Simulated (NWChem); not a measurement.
# BF2 (SMILES F[B]F): levels of theory compared

Aim: a comparison of 6 runs (U-r2SCAN/cc-pVTZ, U-revPBE/cc-pVTZ, UPBE/cc-pVTZ, UPBE0/cc-pVTZ, USVWN5/cc-pVTZ, UTPSS/cc-pVTZ) of BF2. 

The results are computed with NWChem 7.3.0.

**1. Starting point**

BF2 has 3 atoms, charge 0, and is taken as a doublet. As SMILES, `F[B]F`. The F1–B2 distance was set to 1.698 Å, away from the relaxed value.

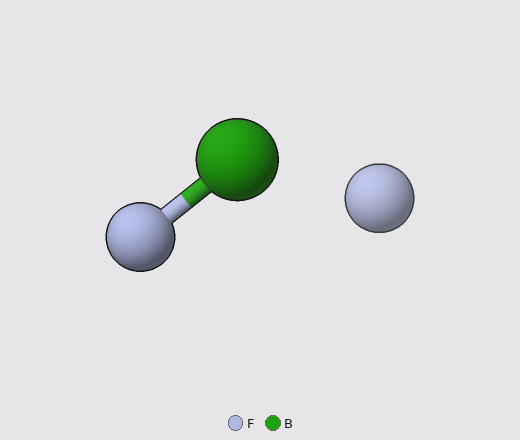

The structure, seen from a chosen angle (fluorine light blue, boron green).

**2. A single-point energy at U-r2SCAN/cc-pVTZ (run 1)**

The input, run.py:

```python
from ase import Atoms
from ase.calculators.nwchem import NWChem

system = Atoms(['F', 'B', 'F'], positions=[
    [0.583336, -1.429774, 0.153609],
    [0.279000, 0.240500, 0.181300],
    [-0.802900, 0.738900, -0.354600],
])

calc = NWChem(
    label='bf2',
    theory='dft',
    memory='2200 mb',
    basis='cc-pVTZ',
    basispar='spherical bse',
    dft={'xc': 'r2scan', 'mult': '2', 'grid': 'fine', 'convergence': 'energy 1e-08', 'iterations': '100', 'mulliken': None},
    task='energy',
)
system.calc = calc

print("Total energy (eV):", round(system.get_potential_energy(), 6))
```

Run with:

```bash
$ export ASE_NWCHEM_COMMAND="nwchem PREFIX.nwi > PREFIX.nwo"
$ python run.py
```

Output:

```text
Total energy (eV): -6109.150323
```

The calculator wrote bf2.nwi:

```
title "bf2"

permanent_dir bf2

scratch_dir bf2

start bf2

geometry units angstrom nocenter noautosym noautoz
  F  5.8333599999999997e-01 -1.4297740000000001e+00 1.5360900000000000e-01
  B  2.7900000000000003e-01 2.4049999999999999e-01 1.8129999999999999e-01
  F  -8.0289999999999995e-01 7.3890000000000000e-01 -3.5460000000000003e-01
end

memory 2200 mb

basis spherical bse noprint
   * library cc-pVTZ
end

dft
  xc r2scan
  mult 2
  grid fine
  convergence energy 1e-08
  iterations 100
  mulliken
end

task dft energy
```

bf2.nwo:

```text
Northwest Computational Chemistry Package (NWChem) 7.3.0
             --------------------------------------------------------

           Job information
           ---------------

    nwchem branch   = 7.3.0
    use scalapack   = T
    input           = bf2.nwi
    prefix          = bf2.
    data base       = bf2/bf2.db
    status          = startup
    nproc           =        1

           Memory information
           ------------------

    heap     =     72089600 doubles =      550.0 Mbytes
    stack    =     72089597 doubles =      550.0 Mbytes
    global   =    144179200 doubles =     1100.0 Mbytes (distinct from heap & stack)
    total    =    288358397 doubles =     2200.0 Mbytes
    verify   = yes
    hardfail = no

[... 74 lines left out ...]
  convergence criterion.
[... 17 lines left out ...]
          Convergence on gradient requested:  5.00D-04
[... 22 lines left out ...]
          Convergence aids based upon iterative change in
[... 28 lines left out ...]
 1-e energy   =    -407.251446
[... 49 lines left out ...]
         Total DFT energy =     -224.507135256905
[... 2 lines left out ...]
    Exchange-Corr. energy =      -24.788606524753
[... 641 lines left out ...]
                     DFT Final Beta Molecular Orbital Analysis
[... 718 lines left out ...]
 center of mass
 --------------
 x =  -0.04240815 y =  -0.40403326 z =  -0.07027823

 moments of inertia (a.u.)
 ------------------
         181.188674096428          95.036237238072         -27.237749418130
          95.036237238072          80.976139404964          32.353914949746
         -27.237749418130          32.353914949746         239.800982974349

     Multipole analysis of the density
     ---------------------------------

     L   x y z        total         alpha         beta         nuclear
     -   - - -        -----         -----         ----         -------
     0   0 0 0     -0.000000    -12.000000    -11.000000     23.000000

     1   1 0 0     -0.138723     -0.138756      1.098108     -1.098074
[... 8 lines of this table left out ...]
     2   0 0 2    -10.925911     -9.069701     -7.242734      5.386523

 Task  times  cpu:       22.7s     wall:       22.7s
 Total times  cpu:       22.7s     wall:       22.7s
```

Wall time 24 s (1 thread of Intel Xeon Platinum 8259CL at 2.50GHz (Skylake/Cascade Lake), shared host); peak memory 0.12 GiB.

**3. A single-point energy at U-revPBE/cc-pVTZ (run 2)**

The input, job.nw:

```
START job
memory total 2200 mb
GEOMETRY units angstrom noautosym nocenter noautoz
  F      0.583336    -1.429774     0.153609
  B      0.279000     0.240500     0.181300
  F     -0.802900     0.738900    -0.354600
END
BASIS spherical bse
  * library cc-pVTZ
END
DFT
  xc revpbe cpbe96
  mult 2
  grid fine
  convergence energy 1e-08
  maxiter 100
  mulliken
END
TASK dft energy
```

Run with:

```bash
$ nwchem job.nw > job.out
```

Output:

```text
[...]
          Wavefunction type:  spin polarized.
          No. of atoms     :     3
          No. of electrons :    23
[...]
          Charge           :     0
          Spin multiplicity:     2
[...]
          AO basis - number of functions:    90
[...]
              XC Information
              --------------
                        RevPBE Exchange Functional  1.000
            Perdew 1991 LDA Correlation Functional  1.000 local
           PerdewBurkeErnz. Correlation Functional  1.000 non-local
[...]
 d= 0,ls=0.0,diis     1   -224.3818928923 -2.73D+02  1.10D-02  2.78D-01     1.9
[...]
 d= 0,ls=0.0,diis    11   -224.5317210858  7.33D-10  7.32D-07  3.36D-08    17.0
[...]
         Total DFT energy =     -224.531721085848
      One electron energy =     -408.043687702403
           Coulomb energy =      159.703748089534
    Exchange-Corr. energy =      -24.784815238316
 Nuclear repulsion energy =       48.593033765337
[...]
      Total Density - Mulliken Population Analysis
     ---------------------------------------------
    Atom       Charge   Shell Charges
 -----------   ------   -------------------------------------------------------
    1 F    9     9.30   1.94  0.29  1.06  0.65  1.55  2.30  1.51  0.00  0.00  0.00
    2 B    5     4.64   1.96  0.18  0.67  0.29  0.49  0.65  0.16  0.07  0.13  0.04
    3 F    9     9.06   1.94  0.28  1.06  0.57  1.58  2.37  1.25  0.00  0.01  0.00
[...]
      <S2> =      0.7533 (Exact =     0.7500)
[...]
```

Run time: 18 s. Hardware: 1 thread of Intel Xeon Platinum 8259CL at 2.50GHz (Skylake/Cascade Lake), shared host; peak memory 0.12 GiB.

Runs 3 to 5 aren't shown in full; the table further down has their settings and results.

**4. The energy at UTPSS/cc-pVTZ (run 6)**

The input, run.py:

```python
from ase import Atoms
from ase.calculators.nwchem import NWChem

molecule = Atoms(['F', 'B', 'F'], positions=[
    [0.583336, -1.429774, 0.153609],
    [0.279000, 0.240500, 0.181300],
    [-0.802900, 0.738900, -0.354600],
])

calc = NWChem(
    label='work',
    theory='dft',
    memory='2200 mb',
    basis='cc-pVTZ',
    basispar='spherical bse',
    dft={'xc': 'xtpss03 ctpss03', 'mult': '2', 'grid': 'fine', 'convergence': 'energy 1e-08', 'iterations': '100', 'mulliken': None},
    task='energy',
)
molecule.calc = calc

e = molecule.get_potential_energy()
print(f"E = {e:.6f} eV")
```

Run with:

```bash
$ export ASE_NWCHEM_COMMAND="nwchem PREFIX.nwi > PREFIX.nwo"
$ python run.py
```

Output:

```text
E = -6112.303209 eV
```

The calculator wrote work.nwi:

```
title "work"

permanent_dir work

scratch_dir work

start work

geometry units angstrom nocenter noautosym noautoz
  F  5.8333599999999997e-01 -1.4297740000000001e+00 1.5360900000000000e-01
  B  2.7900000000000003e-01 2.4049999999999999e-01 1.8129999999999999e-01
  F  -8.0289999999999995e-01 7.3890000000000000e-01 -3.5460000000000003e-01
end

memory 2200 mb

basis spherical bse noprint
   * library cc-pVTZ
end

dft
  xc xtpss03 ctpss03
  mult 2
  grid fine
  convergence energy 1e-08
  iterations 100
  mulliken
end

task dft energy
```

work.nwo:

```text
Northwest Computational Chemistry Package (NWChem) 7.3.0
             --------------------------------------------------------

           Job information
           ---------------

    nwchem branch   = 7.3.0
    use scalapack   = T
    input           = work.nwi
    prefix          = work.
    data base       = work/work.db
    status          = startup
    nproc           =        1

           Memory information
           ------------------

    heap     =     72089600 doubles =      550.0 Mbytes
    stack    =     72089597 doubles =      550.0 Mbytes
    global   =    144179200 doubles =     1100.0 Mbytes (distinct from heap & stack)
    total    =    288358397 doubles =     2200.0 Mbytes
    verify   = yes
    hardfail = no

[... 74 lines left out ...]
  convergence criterion.
[... 17 lines left out ...]
          Convergence on gradient requested:  5.00D-04
[... 21 lines left out ...]
          Convergence aids based upon iterative change in
[... 28 lines left out ...]
 1-e energy   =    -407.251446
[... 49 lines left out ...]
         Total DFT energy =     -224.623001676614
[... 2 lines left out ...]
    Exchange-Corr. energy =      -24.898036769285
[... 641 lines left out ...]
                     DFT Final Beta Molecular Orbital Analysis
[... 718 lines left out ...]
 center of mass
 --------------
 x =  -0.04240815 y =  -0.40403326 z =  -0.07027823

 moments of inertia (a.u.)
 ------------------
         181.188674096428          95.036237238072         -27.237749418130
          95.036237238072          80.976139404964          32.353914949746
         -27.237749418130          32.353914949746         239.800982974349

     Multipole analysis of the density
     ---------------------------------

     L   x y z        total         alpha         beta         nuclear
     -   - - -        -----         -----         ----         -------
     0   0 0 0     -0.000000    -12.000000    -11.000000     23.000000

     1   1 0 0     -0.157843     -0.137050      1.077281     -1.098074
[... 8 lines of this table left out ...]
     2   0 0 2    -10.989182     -9.098754     -7.276952      5.386523

 Task  times  cpu:       19.6s     wall:       19.6s
 Total times  cpu:       19.6s     wall:       19.6s
```

It took 21 s on 1 thread of Intel Xeon Platinum 8259CL at 2.50GHz (Skylake/Cascade Lake), shared host; peak memory 0.12 GiB.

**5. The series**

```csv
run,level,energy (Eh),dipole moment (D),HOMO energy (eV),LUMO energy (eV),wall time
1,U-r2SCAN/cc-pVTZ,-224.507135,1.99,-7.33,-3.72,24 s
2,U-revPBE/cc-pVTZ,-224.531721,1.86,-6.78,-4.22,18 s
3,UPBE/cc-pVTZ,-224.377242,1.86,-6.81,-4.39,20 s
4,UPBE0/cc-pVTZ,-224.371781,2.04,-8.39,-3.36,21 s
5,USVWN5/cc-pVTZ,-223.060579,1.87,-6.80,-4.92,15 s
6,UTPSS/cc-pVTZ,-224.623002,1.90,-7.06,-4.42,21 s
```

**6. Summary of results**

```
                                 quantity          value
                      run 6: total energy  -224.62300 Eh
                     run 6: dipole moment         1.90 D
run 6: HOMO energy (highest over α and β)       -7.06 eV
 run 6: LUMO energy (lowest over α and β)       -4.42 eV
                              run 6: ⟨S²⟩          0.753
```

The dipole moment (its size) runs from 1.86 D (UPBE/cc-pVTZ) to 2.04 D (UPBE0/cc-pVTZ). Totals of different functionals can't be ranked against each other. All runs together took 2 min, the longest 24 s.
